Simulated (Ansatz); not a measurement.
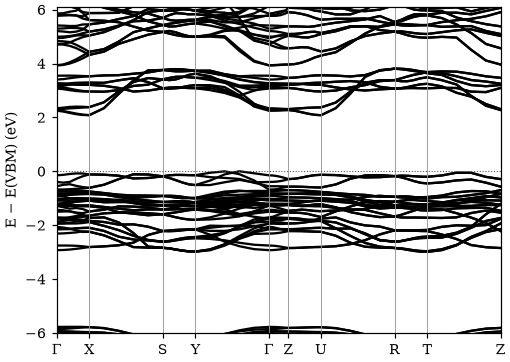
Band structure from PBE (plane waves, PAW; program Ansatz)

Read off the gap and where the band edges lie.

About 2.1 eV (2.08 eV by a search for the band edges); maximum on the Y–Γ line, 60 % of the way from Y, minimum at U.

Pick the material that matches.
(A) HgI2, Pnnm (Hg on 2a, I on 4g)
(B) CsSnI3, Pnma (Pearson symbol oP20)
(C) Al2O3, Pnma (Pearson symbol oP20)
(D) SnS2, Pnnm (Sn on 2a, S on 4g)

B, CsSnI3, Pnma (Pearson symbol oP20)

The PBE relaxation kept the symmetry of its start. Scalar-relativistic: spin–orbit coupling is off unless named, which matters more the heavier the elements.

Potentials: the later of the program's two PAW sets.
